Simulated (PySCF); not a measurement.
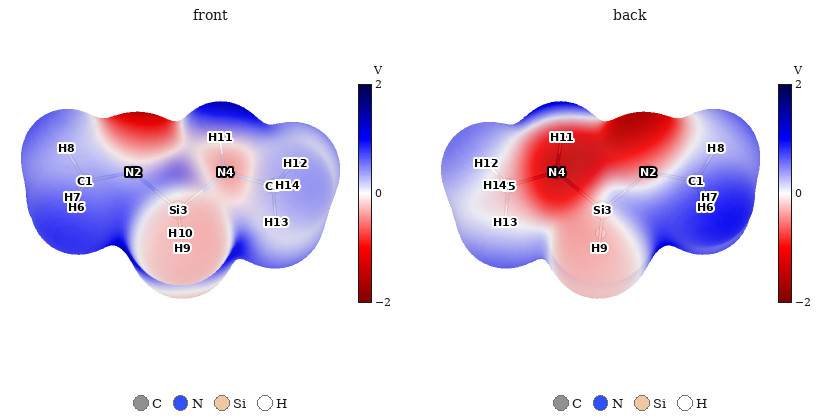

C$_{2}$H$_{9}$N$_{2}$Si (SMILES C[N][SiH2]NC) (doublet). The molecular electrostatic potential painted on the density surface at 0.002 e/bohr³, seen from the front and from behind; the colour scale runs from red (negative) to blue (positive).

Geometry: GFN2-xTB.

Theory: UKS B3LYP, pcH-1 on C H N Si, non-relativistic, mean-field spin-orbit, GIAO (PySCF 2.14.0, density-fitted response routines).

```yaml
atoms:
  - { symbol: C, position_ang: [2.7219, 0.2041, 0.5858] }
  - { symbol: N, position_ang: [1.3967, -0.2290, 0.5805] }
  - { symbol: Si, position_ang: [0.0661, 0.4783, -0.1834] }
  - { symbol: N, position_ang: [-1.1520, -0.6631, 0.2561] }
  - { symbol: C, position_ang: [-2.5262, -0.5089, -0.1002] }
  - { symbol: H, position_ang: [2.8286, 1.2943, 0.6559] }
  - { symbol: H, position_ang: [3.2184, -0.0991, -0.3463] }
  - { symbol: H, position_ang: [3.2616, -0.2680, 1.4133] }
  - { symbol: H, position_ang: [0.0884, 0.5227, -1.6556] }
  - { symbol: H, position_ang: [-0.2069, 1.8607, 0.2684] }
  - { symbol: H, position_ang: [-1.0123, -1.1992, 1.0976] }
  - { symbol: H, position_ang: [-3.0322, -1.4769, -0.1246] }
  - { symbol: H, position_ang: [-2.5831, -0.0570, -1.0887] }
  - { symbol: H, position_ang: [-3.0697, 0.1405, 0.5991] }
```

### Which sites attract a positive test charge, and which a negative one?

A positive charge is drawn to the negative regions and a negative charge to the positive ones. The most negative region (about −1.5 V) lies over N2, the most positive (about +1.3 V) over Si3 and H11. N2 is the likeliest acceptor of a hydrogen bond.
